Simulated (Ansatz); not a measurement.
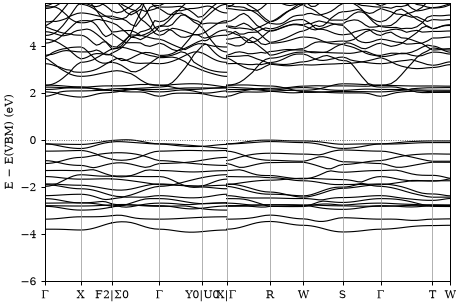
Figure: Band structure from PBEsol in the plane-wave PAW code Ansatz

The gap is 1.81 eV; an edge lies off the plotted path or next to a special point (maximum off the standard path, minimum at X).

The material is Cs$_{2}$MnSe$_{2}$ in space group Ibam (No. 72; Mn on 4a, Se on 8j, Cs on 8j).

The workflow started from an entry of the Crystallography Open Database (COD). Its standing as an ambient phase is unchecked. The PBEsol relaxation kept the symmetry of its start, as lowered by the spin order; its stability against distortions is not shown here. Spin order of the final state: antiferromagnetic, chosen from 2 collinear starts compared on coarse meshes (ties went to the first, and starts can fall back to one state), not a proven ground state. No Hubbard U is applied. Spin–orbit coupling is left out wherever it is not named.

Potentials: the later of the program's two PAW sets.
